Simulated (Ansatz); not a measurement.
## Electronic structure of BrH₃O₃Zr···HCl in real space

The calculation's input:

```
crystal:
  periodic: [false, false, false]
  atoms:
    - { symbol: Zr, position_ang: [0.0, 0.0, 0.0] }
    - { symbol: Cl, position_ang: [0.0, 0.0, 2.87] }
    - { symbol: O, position_ang: [1.952, 0.0, -0.6893] }
    - { symbol: H, position_ang: [2.2684, -0.9521, -0.806] }
    - { symbol: O, position_ang: [-0.975, 1.6891, -0.6893] }
    - { symbol: H, position_ang: [-1.9328, 1.4584, -0.9117] }
    - { symbol: O, position_ang: [-0.975, -1.6891, -0.6893] }
    - { symbol: H, position_ang: [-1.4296, -2.1548, 0.0831] }
    - { symbol: Br, position_ang: [1.5733, 2.3727, 0.946] }
    - { symbol: H, position_ang: [0.8779, 1.3239, 2.3396] }
basis:
  gaussian: { orbitals: def2-SVP }
hamiltonian:
  xc: pbe
  dispersion: d4
relax:
  f_tol: 0.15
  max_steps: 25
  restrain:
    - { distance: [0, 8], at: 2.7, k: 30.0 }
    - { distance: [9, 1], at: 1.37, k: 30.0 }
    - { distance: [0, 1], at: 3.72, k: 30.0 }
    - { distance: [9, 8], at: 2.75, k: 30.0 }
output:
  orbitals: {}
```

Command:

```sh
ansatz run input.yaml --threads 4 --pin off --max-ram 5120MiB --backend cpu --events-out ev --progress --plain --runs-dir out
```

The fields are those of the run's last geometry, not of the input's.

Core potentials replace the inner electrons of Zr; not at a stationary point (largest force 0.8 eV/Å).

All numbers below come from RKS PBE-D4/def2-SVP (Ansatz).

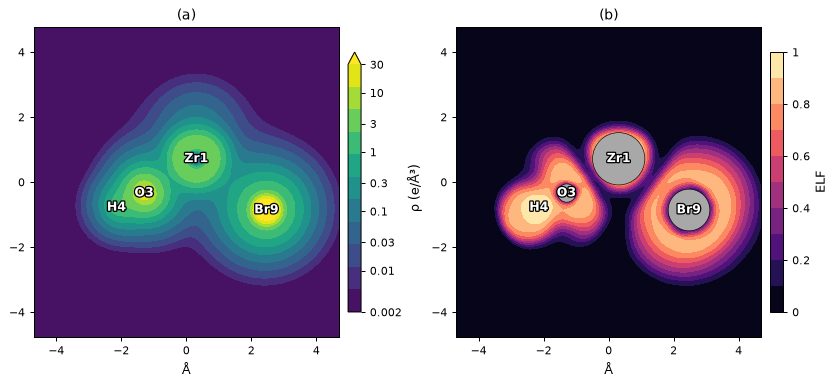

Figure 1. (a) electron density; (b) electron localisation function on the plane of atoms O3, Zr1 and Br9. Grey discs cover the atomic cores in the ELF map.

Q: What do the fields say about this system?

A: Atoms in the plane: Zr, O, H and Br. Zr–O (1.91 Å): ρ is about 0.91 e/Å³ halfway; the ELF peaks at about 0.80 in the valence shell of O, 0.5 Å from its nucleus, and drops to about 0.20 between the two atoms. Zr–Br (2.68 Å): ρ at the midpoint is about 0.37 e/Å³; the ELF peaks at about 0.80 in the valence shell of Br, 1.0 Å from its nucleus, and is about 0.40 at the midpoint. O–H (0.97 Å): ρ at the midpoint is about 3.6 e/Å³; the ELF climbs to about 1 towards the hydrogen, as it does in any bond to H; a covalent bond by its length.

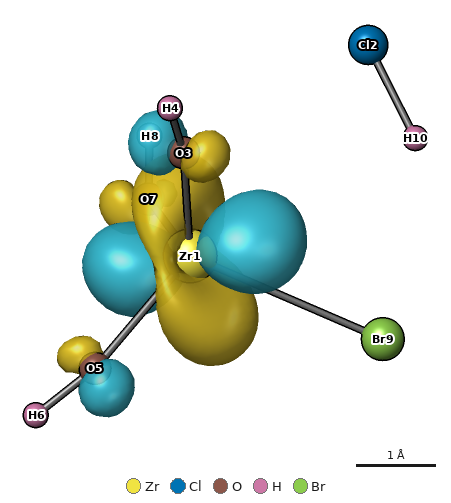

Figure 2. The LUMO at ±0.2 Å⁻³ᐟ² (yellow and cyan are the two phases), seen at an oblique angle.

Q: Describe this orbital and give its energy.

A: By Hirshfeld shares it lies mainly on Zr1 (about 70 %), O3 (about 10 %), Br9 (about 5 %) and O5 (about 5 %). Its energy is −1.34 eV.

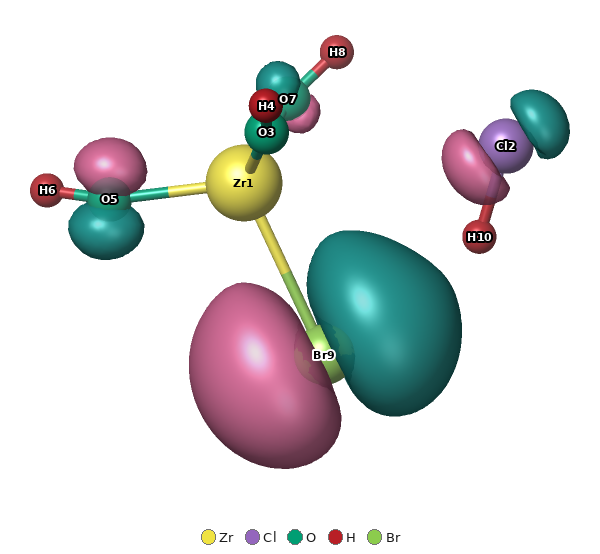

Figure 3. The HOMO−1 at ±0.1 Å⁻³ᐟ² (teal and pink are the two phases), seen from one side.

Q: What is the character of this orbital?

A: It lies mainly on Br9 (about 85 %); largely a lone pair of Br9. Its energy is −6.63 eV.
